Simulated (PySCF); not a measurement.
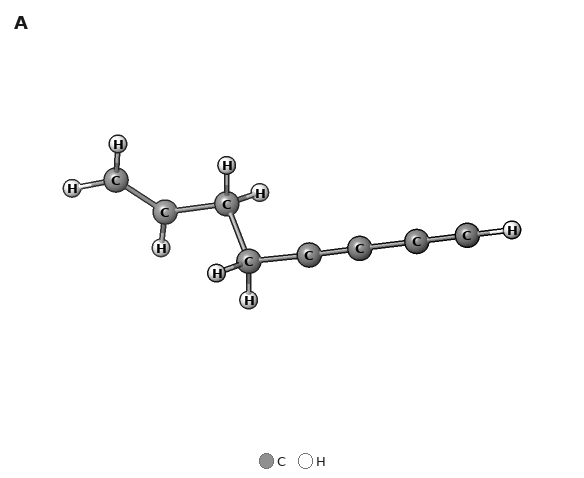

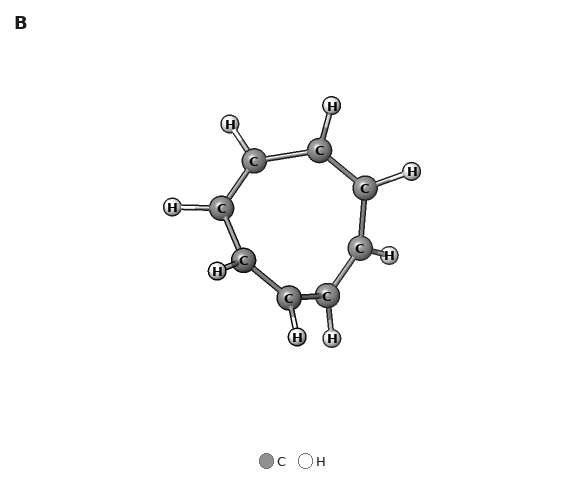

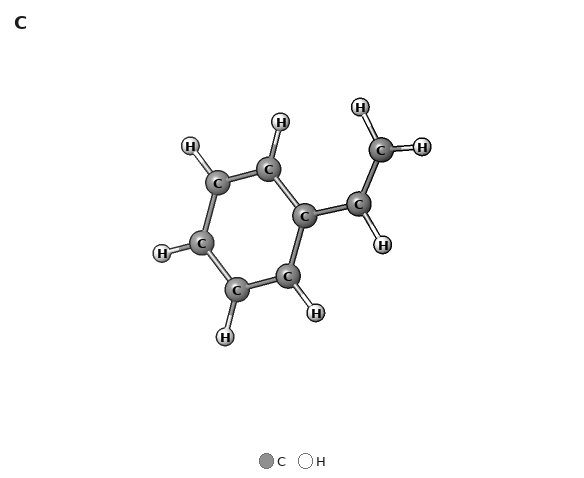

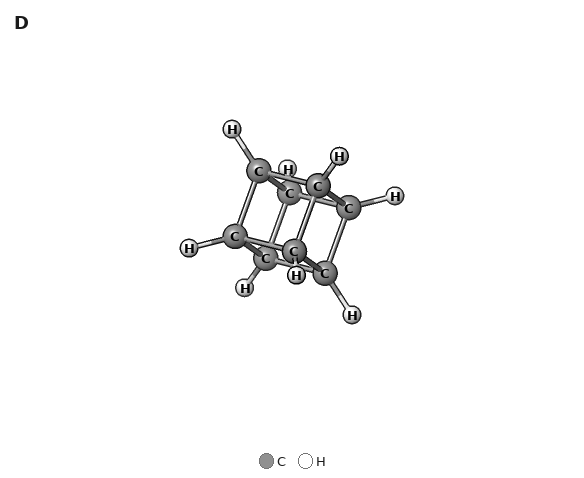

4 stationary structures of one formula. Geometries: PBE0-D3(BJ)/def2-SVP. Electronic energies: PBE0-D3(BJ)/def2-SVP (PySCF 2.14.0), without zero-point energy. No frequency run is at hand to confirm each as a minimum. Each is one conformer, not always the lowest.

Which structure is the most stable?

Answer. C is lowest; B lies 40.1 kcal/mol above it, A lies 93.1 kcal/mol above it, D lies 96.8 kcal/mol above it. A is `C#CC#CCCC=C`, B is `C1=C\C=C/C=C\C=C/1`, C is `C=Cc1ccccc1`, D is `C12C3C4C1C1C2C3C41`.
